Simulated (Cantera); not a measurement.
Charge: 1 mol SO2, 0.83 mol O2, 0.0033 mol H2O, held at 100000 Pa.

These are equilibrium values from Cantera (NASA tables, ideal gas, pure condensed phases), not measurements of a reactor. Candidate condensed phases: H2O, H2SO4, S; 19 gas species. Kinetics and transport are ignored.

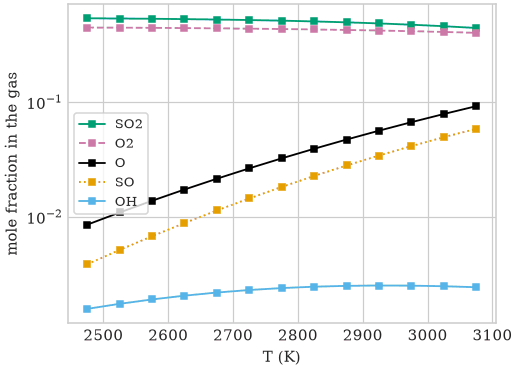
Fig. 1. Equilibrium gas composition (values under 1e-9 drawn at 1e-9)

Read off the mole fractions at 2525 K.

SO2 about 0.54, O2 about 0.45, O about 0.011, SO about 0.0052, OH about 0.0017.
